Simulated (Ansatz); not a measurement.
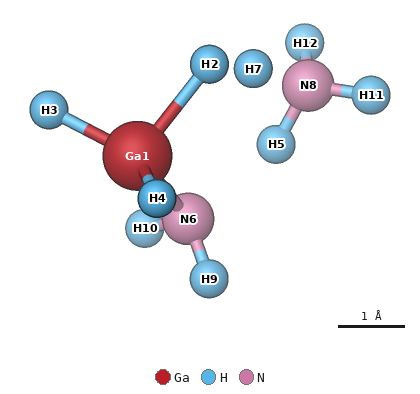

The structure as given in the input (ball-and-stick view, seen at a tilt; atoms are numbered from 1 in the order of the input). Sticks mark near contacts. Bond lengths as drawn: Ga–H 1.57 to 1.79 Å, Ga–N 1.93 Å and H–N 1.01 to 1.05 Å.

Single-point calculation of GaN2H9

System: GaN2H9.
Method: RKS PBE0-D4/def2-TZVPP (Ansatz 0.2.0).

The geometry is a transition state. The reaction was set up to form Ga1–N6, H5–N8 and H2–H7 and to break Ga1–H2, H5–N6 and H7–N8 (atoms counted from 1 in the order of the input); sticks are drawn by distance alone. The geometry comes from this level: PBE0-D4/def2-TZVP.

## Input
```yaml
crystal:
  periodic: [false, false, false]
  atoms:
    - {symbol: Ga, position_ang: [-1.083518, 0.510703, -1.060245]}
    - {symbol: H, position_ang: [0.688341, 0.573428, -1.302155]}
    - {symbol: H, position_ang: [-1.499596, -0.501097, -2.192995]}
    - {symbol: H, position_ang: [-1.435916, 2.045238, -1.076857]}
    - {symbol: H, position_ang: [0.650218, -0.472247, 1.000309]}
    - {symbol: N, position_ang: [-1.137456, -0.268688, 0.707633]}
    - {symbol: H, position_ang: [1.155274, 0.198702, -0.522359]}
    - {symbol: N, position_ang: [1.625311, -0.343840, 0.627080]}
    - {symbol: H, position_ang: [-1.588210, 0.341084, 1.379572]}
    - {symbol: H, position_ang: [-1.654251, -1.140073, 0.723337]}
    - {symbol: H, position_ang: [2.172389, 0.282609, 1.202443]}
    - {symbol: H, position_ang: [2.107516, -1.225819, 0.514238]}
basis:
  gaussian: {orbitals: def2-TZVPP}
hamiltonian: {xc: pbe0, dispersion: d4}
output: {orbitals: {seedname: orbitals}}
```

Hardware: 4 threads of Arm Neoverse V1, 23 GiB of memory available, shared host.

Launch command:
```bash
ansatz run in.yaml --threads 4 --pin off --events-out ev --progress --plain --max-ram 9574MiB
```

## What the program printed
```
Functional definition: PBE0
  name "PBE0"
  cite "Adamo & Barone, J. Chem. Phys. 110, 6158 (1999) doi:10.1063/1.478522"
  cite "Perdew, Burke & Ernzerhof, Phys. Rev. Lett. 77, 3865 (1996) doi:10.1103/PhysRevLett.77.3865"
  parent pbe
  parameter a = 0.25
  parameter kappa = 0.804
  parameter beta = 0.06672455060314922
  exchange = (1 - a)*pbe_x(kappa = kappa, mu = beta*pi^2/3) + a*exact_x
  correlation = pbe_c(beta = beta)
1254 factors; their error is unknown
mean field evaluation 1: about -55484.3736 eV, gradient 7.7e1 eV
mean field evaluation 2: about -55468.1815 eV, gradient 1.1e2 eV
mean field evaluation 4: about -55494.6171 eV, gradient 6.6e0 eV
mean field evaluation 8: about -55494.6945 eV, gradient 1.1e-1 eV
mean field evaluation 16: about -55494.8826 eV, gradient 5.8e-5 eV
mean field -55494.88256233 eV, -2039.3993183831 hartree, gradient 5.8e-5 eV, S^2 0.000000; 0 other end points of the search recorded, 0 dependent functions left out
reference -55494.88259700 eV, -2039.3993196573 hartree; 27, 27 occupied and 209, 209 virtual orbitals, 1254 factors
Total energy: -55495.04974186 eV, -2039.4054621176 hartree
```

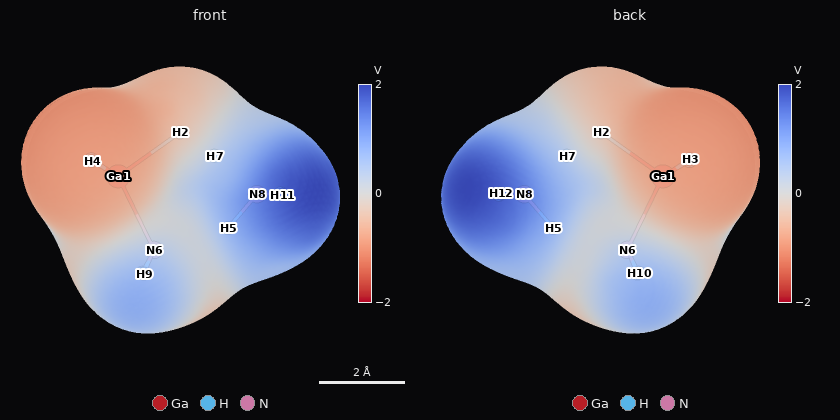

The molecular electrostatic potential painted on the density surface at 0.001 e/bohr³, seen face on and from behind; red is negative and blue positive.

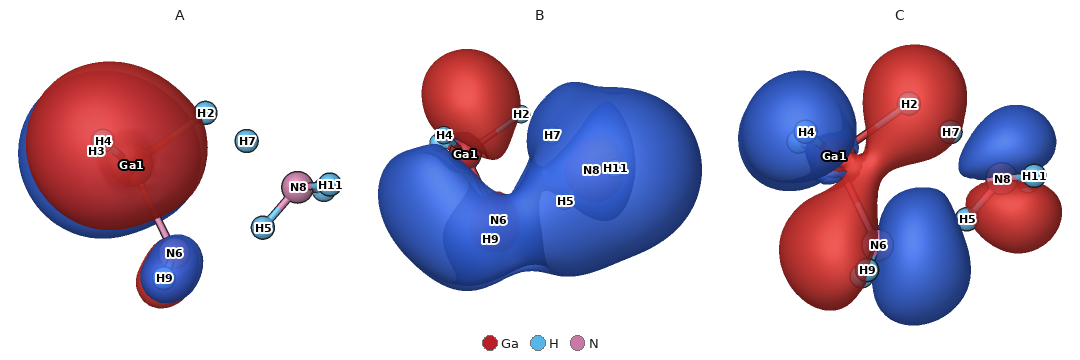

Three frontier orbitals at ±0.05 Å⁻³ᐟ² (red and blue are the two phases). A is the HOMO−1 (−7.53 eV). By Hirshfeld shares it lies mainly on Ga1 (40 %), H3 (30 %) and H4 (30 %). C is the HOMO (−6.81 eV). Its weight (Hirshfeld) is mainly on N6 (45 %), Ga1 (15 %) and N8 (10 %). B is the LUMO (0.30 eV). Its weight (Hirshfeld) is mainly on Ga1 (20 %), H11 (20 %), H12 (20 %) and N8 (15 %). The HOMO–LUMO gap is 7.11 eV between the orbital energies.

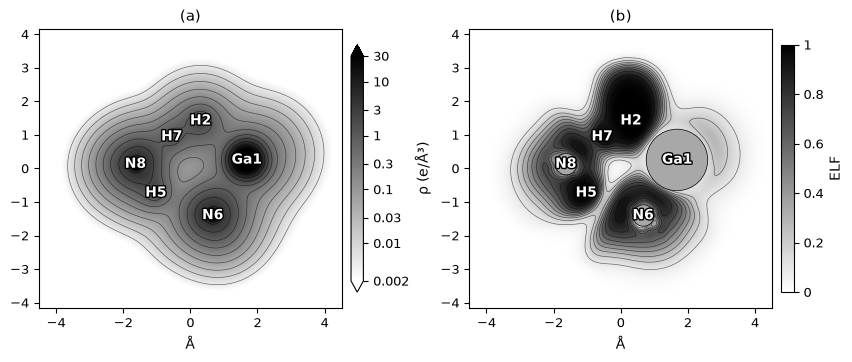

(a) total electron density; (b) electron localisation function on the plane of atoms H2, Ga1 and N6. Grey discs, where drawn, cover atomic cores. The section cuts through Ga, H and N sites. N8···H7 (1.36 Å): ρ at the midpoint is about 1.5 e/Å³, with its minimum of 0.93 e/Å³ about 1.0 Å from N; the ELF climbs to about 0.95 towards the hydrogen, as it does in any bond to H; a non-bonded, intermolecular contact. Ga–N (1.93 Å): ρ is about 0.74 e/Å³ halfway; the ELF peaks at about 0.90 in the valence shell of N, 0.7 Å from its nucleus, and is about 0.35 at the midpoint.

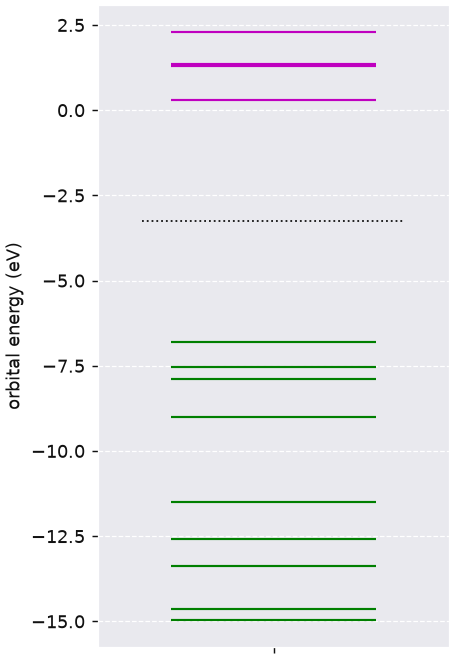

Orbital energies near the frontier; the dotted line parts filled from empty levels, and levels within 0.02 eV of each other stand side by side. Highest filled −6.81 eV, lowest empty 0.30 eV, 7.11 eV apart.

## Key numbers

```json
{"quantity": "outcome", "value": "converged"}
{"quantity": "total energy", "value": "−55495.0497 eV"}
{"quantity": "mean-field energy", "value": "−55494.8826 eV"}
{"quantity": "dispersion energy", "value": "−0.1671 eV"}
{"quantity": "SCF solution under orbital rotations", "value": "stable"}
{"quantity": "HOMO", "value": "−6.81 eV"}
{"quantity": "LUMO", "value": "0.30 eV"}
{"quantity": "wall time", "value": "2.5 s (CPU time 8.9 s)"}
{"quantity": "peak memory", "value": "0.54 GiB"}
```
